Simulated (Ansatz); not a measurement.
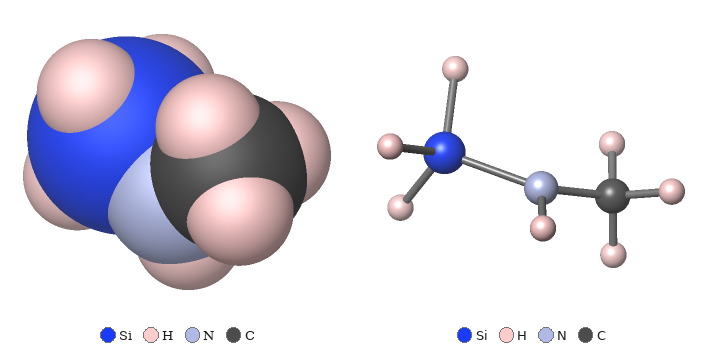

The same structure drawn twice, from different directions.

The computed structure is the end point of a PBE0-D4/def2-TZVP optimisation.

Count the atoms of each element.

Answer. CH7NSi, 10 atoms: 1 carbon, 7 hydrogen, 1 nitrogen and 1 silicon.

How many atoms are distinct by symmetry?

Answer. 10: 1 Si, 1 H, 1 H, 1 H, 1 N, 1 C, 1 H, 1 H, 1 H, 1 H.

What is the point group of this geometry?

Answer. C1.

How many bonds of each kind are drawn?

Answer. 3 Si–H, 3 C–H, 1 N–Si, 1 N–H, 1 C–N. Sticks follow a distance rule.

More results for the same structure follow; atom numbers are the same in all pictures, views and colours differ.

### Shape

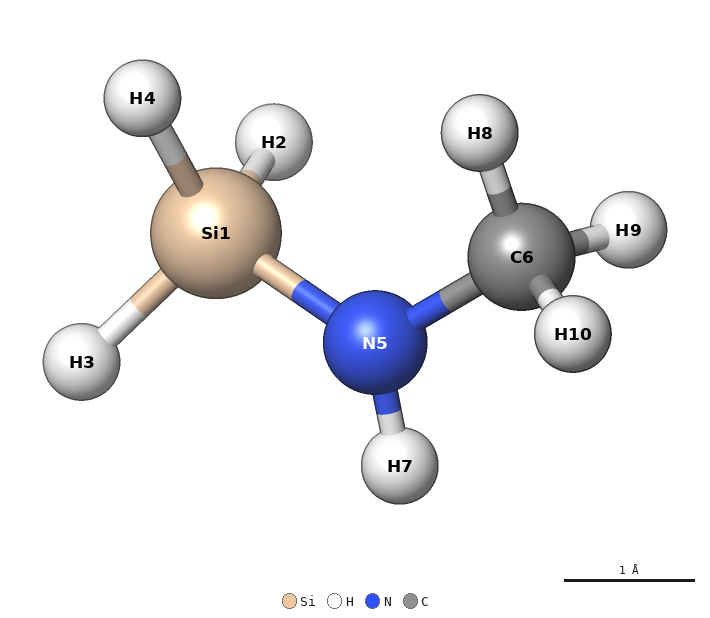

How are the neighbours of atom 1 arranged?

Answer. Si1 has 4 neighbours (H2 at 1.50, H3 at 1.49, H4 at 1.49, N5 at 1.72 Å); the arrangement is tetrahedral.

Describe the coordination of atom 6.

Answer. C6 has 4 neighbours (N5 at 1.45, H8 at 1.09, H9 at 1.10, H10 at 1.09 Å); the arrangement is tetrahedral.

### Vibrations

Harmonic vibrations computed with RKS PBE0-D4/def2-TZVP (Ansatz 0.2.0) at a stationary point of the same level.

List the wavenumbers.

Answer. 24 modes: 130, 135, 235, 420, 685, 698, 805, 915, 963, 987, 1105, 1145, 1158, 1408, 1459, 1486, 1514, 2167, 2216, 2231, 3001, 3070, 3106, 3630 cm⁻¹.

### Charges

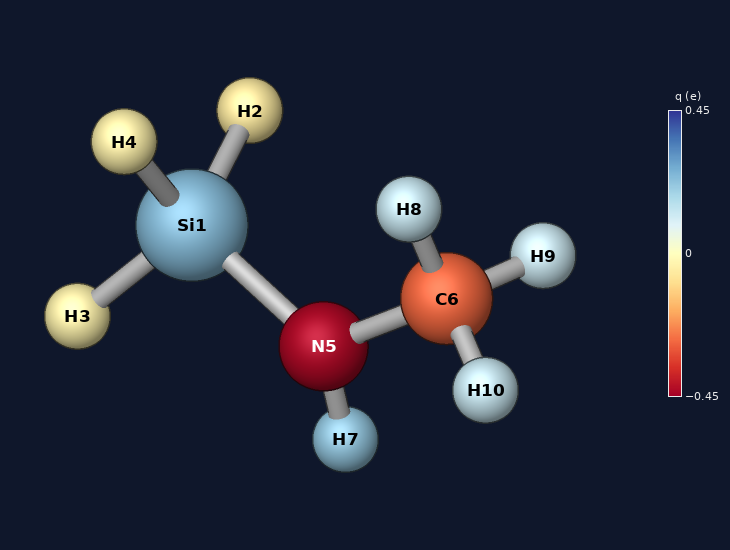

Atoms are coloured by their Mulliken charges. Level of theory: RKS PBE0-D4/def2-TZVP (Ansatz 0.2.0).

Give the Mulliken charges atom by atom.

| atom | value (e) |
| --- | --- |
| Si1 | 0.24 |
| H2 | −0.05 |
| H3 | −0.03 |
| H4 | −0.04 |
| N5 | −0.43 |
| C6 | −0.28 |
| H7 | 0.22 |
| H8 | 0.13 |
| H9 | 0.12 |
| H10 | 0.13 |

### Thermal motion

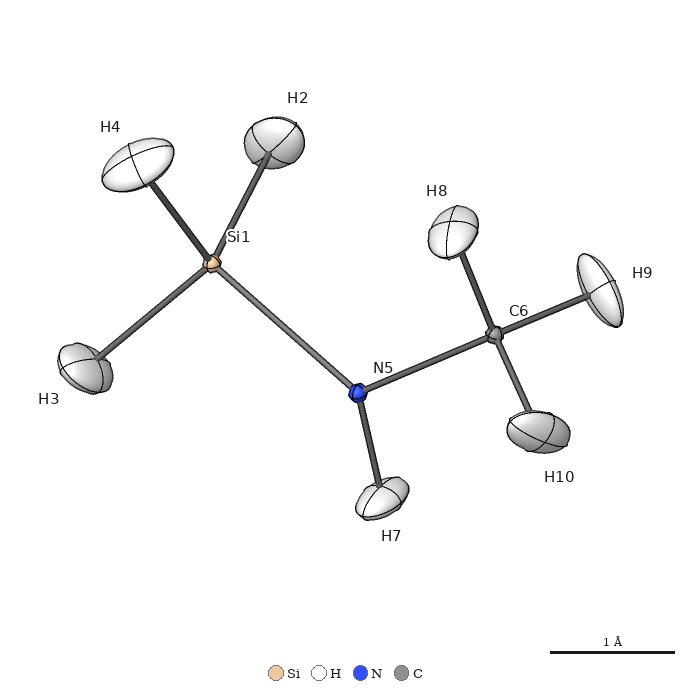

Displacement ellipsoids at the 50 % level, from the internal vibrations of the free molecule (harmonic, no overall translation or rotation; no half-axis is drawn under 0.075 Å). Vibrations computed with RKS PBE0-D4/def2-TZVP (Ansatz 0.2.0). Temperature: 0 K (zero-point motion alone).

Which atom moves most?

Answer. H3, with U_eq = 0.0246 Å².

Does H9 move more along its bond or across it?

Answer. Across it: the root-mean-square amplitude is 0.078 Å along the bond and up to 0.213 Å across, since bending and torsion are softer than stretching.

Give the displacement parameters, one line for each set of equivalent atoms.

```csv
atom,U_eq (Å²),rms amplitudes (Å)
Si1,0.00033,"0.013, 0.014, 0.025"
H2,0.0234,"0.087, 0.146, 0.203"
H3,0.0246,"0.087, 0.150, 0.209"
H4,0.0236,"0.086, 0.143, 0.208"
N5,0.0018,"0.028, 0.041, 0.055"
C6,0.0012,"0.025, 0.031, 0.046"
H7,0.0186,"0.077, 0.115, 0.192"
H8,0.0214,"0.076, 0.132, 0.203"
H9,0.0224,"0.077, 0.125, 0.213"
H10,0.0229,"0.082, 0.122, 0.217"
```

### Dipole moment

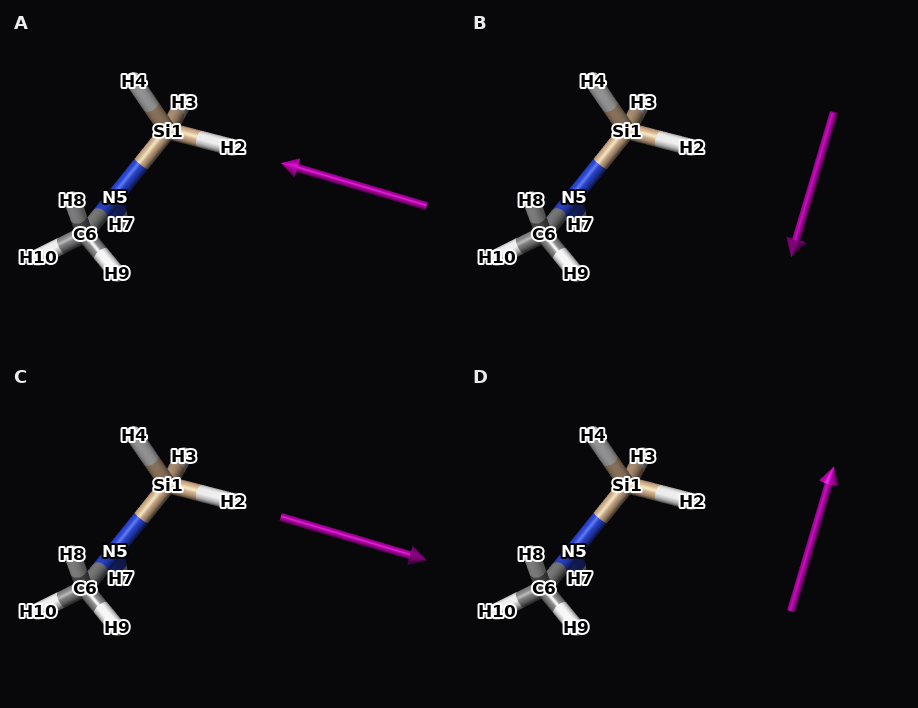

The same molecule four times, each with an arrow. Properties computed with RKS PBE0-D4/def2-TZVP (Ansatz 0.2.0).

Which arrow points along the dipole moment, from the negative to the positive end?

Answer. B. The dipole moment is 1.28 D; it points from the side of H4 to the side of H10 (the outermost atoms at the two ends).

Mulliken values depend strongly on the basis set and can even reverse the polarity of a bond.
